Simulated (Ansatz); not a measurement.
Consider C₄H₆BNO (SMILES Bc1cnc(C)o1).

```xyz
13

C    -1.7237   -1.1156    0.5601
C    -1.8358   -0.0427    1.4287
C     0.1818   -0.0659    0.7886
C     1.6223    0.2025    0.5517
B    -2.7040   -2.1515    0.0582
N    -0.6404    0.6038    1.5629
O    -0.3872   -1.0995    0.1604
H    -2.3626   -3.0109   -0.7124
H    -3.8409   -2.0918    0.4534
H    -2.7326    0.2806    1.9567
H     2.2318   -0.6687    0.8398
H     1.9285    1.0746    1.1414
H     1.8097    0.3972   -0.5164
```

Geometry: B3LYP-D3(BJ)/def2-SVP.

Method: isolated molecule in a Gaussian basis; Kohn-Sham density functional theory, functional PBE0 in Ansatz 0.2.0.

Predict the electron density and electron localisation function between the atoms.

C–N (1.31 Å): ρ at the midpoint is about 2.6 e/Å³; the ELF peaks at about 0.90 between the atoms, as expected for localised, covalent bonding.
C–O (1.34 Å): ρ at the midpoint is about 2.5 e/Å³; the ELF peaks at about 0.90 between the atoms: a shared but strongly polarised pair.
C–C (1.38 Å): the density is about 2.2 e/Å³ at the midpoint; the ELF peaks at about 0.95 between the atoms, as expected for a covalent bond.
C–B (1.51 Å): ρ is about 1.5 e/Å³ halfway; the ELF peaks at about 0.95 between the atoms, as expected for a covalent bond.

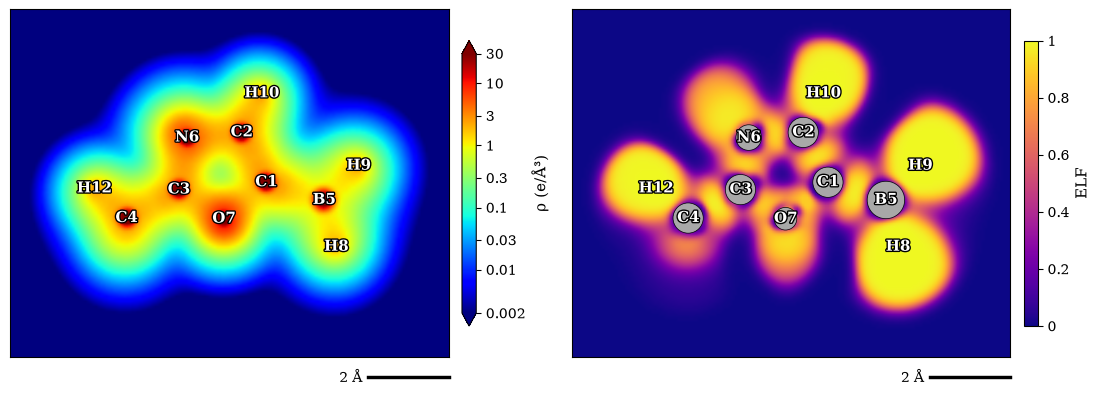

Computed electron density and electron localisation function on the plane of atoms C2, C1 and O7, in this order. Grey discs cover the atomic cores in the ELF map. 
